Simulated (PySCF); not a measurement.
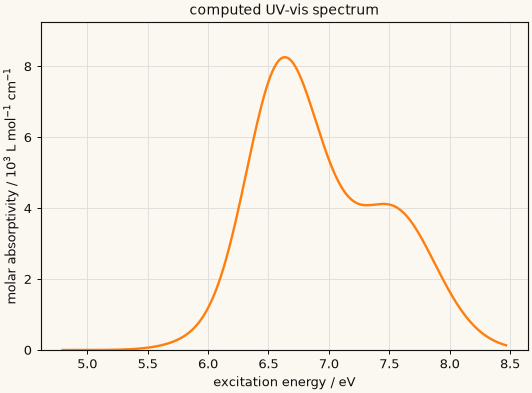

Computed absorption of C₄H₇ClGe, SMILES Cl[C@H]1C=C[CH2][GeH2]1, singlet. Vertical TDDFT excitations, CAM-B3LYP/def2-SVPD in PySCF 2.14.0, at a PBE0-D3(BJ)/def2-SVP geometry (no frequency check), gas phase. The lowest 10 singlet states are shown; each is broadened by a Gaussian of 1/e half-width 0.40 eV.

Q: Which of the computed transitions is the brightest, and what character does the calculation give it?

A: S2 at 6.57 eV (189 nm), f = 0.166, mixed, the largest part being HOMO−1 → LUMO (43 %).

Q: Where is the lowest singlet, and is it bright?

A: S1 lies at 6.00 eV (207 nm) with f = 0.007, mixed, the largest part being HOMO → LUMO (49 %); it is weak.

Q: Does any vertical transition fall in the visible?

A: No singlet lies below 3.1 eV (beyond 400 nm), so at this level no vertical transition falls in the visible.

Known limits of this run: core orbitals are frozen in the response.
